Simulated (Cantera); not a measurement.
A closed system holds: 1 mol Zr, 0.35 mol N2O, 6.7 mol H2O, held at 1330 Pa.

Cantera equilibrium calculation (NASA polynomials, part measured and part estimated; ideal gas, pure solids and liquids). Candidate condensed phases: H2O, Zr, ZrN, ZrO2; 28 gas species. The numbers say what is thermodynamically allowed, not how fast it happens.

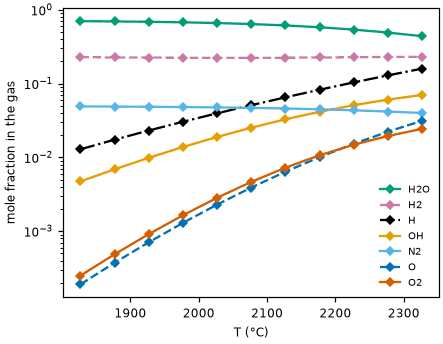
*Equilibrium gas composition (values under 1e-9 drawn at 1e-9)*

### Question
Read off the mole fractions at 2027 °C.

### Answer
H2O about 0.66, H2 about 0.22, N2 about 0.048, H about 0.040, OH about 0.019, O2 about 0.0028, O about 0.0023.
